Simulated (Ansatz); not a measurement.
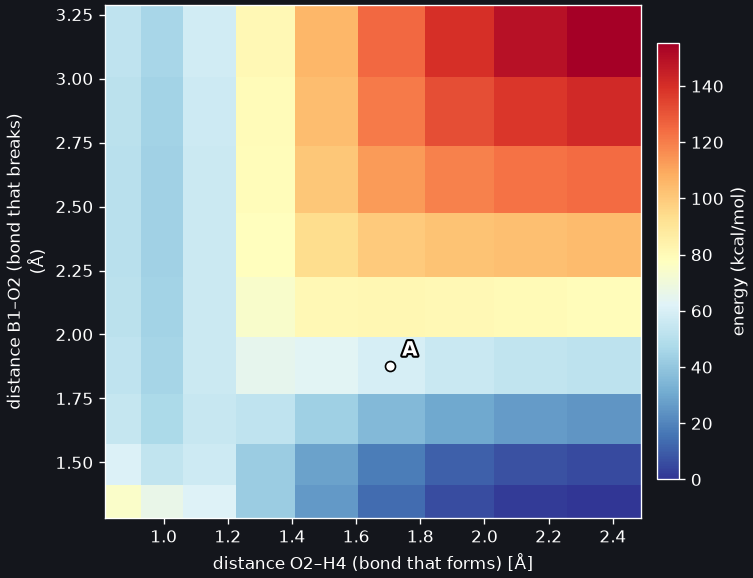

The reacting system BH3O2 (fragments BH₃O₂ where the first distance is long, BHO + H₂O where the second is long). Coordinates scanned: (1) distance O2–H4 (bond that forms); (2) distance B1–O2 (bond that breaks). Relaxed at each point: all other coordinates. The scan uses a 9 × 9 grid. Points are written as (first, second). All energies are given in kcal/mol relative to the lowest grid point. Energies and slopes of some neighbouring points disagree (a jump in structure or state, or too coarse a mesh). The reference is spin-restricted, so regions where a bond is pulled apart into radicals lie too high. Theory: RKS wB97X-V/def2-SVP in Ansatz.

Drawn: one coloured cell a grid point, the point A.

**Which way does the force act at A, and how strong is it?**

A, at (1.707 Å, 1.878 Å), is not a stationary point. The computed force is 20 kcal/mol for each Å towards larger values of the first coordinate and 109 kcal/mol for each Å towards smaller values of the second coordinate.
